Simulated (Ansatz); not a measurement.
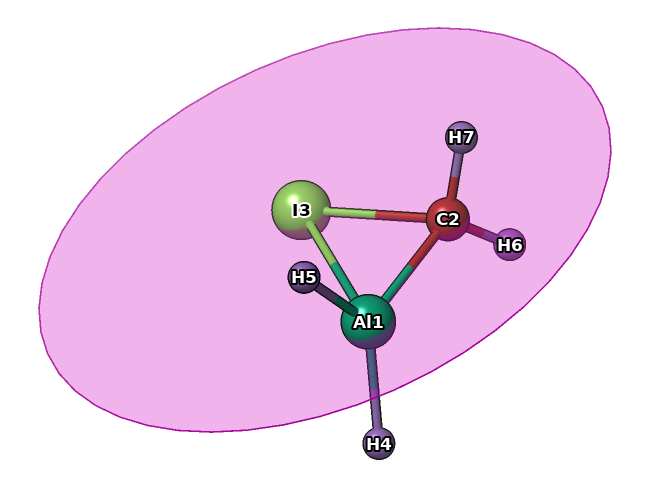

A disc through the centre of mass is drawn in. Depth is shown by fading: the farther an atom, the more it takes the colour of the background. Computed geometry: PBE-D4/def2-SVP optimisation. No frequency run is at hand to confirm it as a minimum.

### Is the plane of the disc a mirror plane of the structure?

Yes. The reflection leaves Al1, C2, I3 in place and moves H4 ↔ H5; H6 ↔ H7. The point group is Cs.
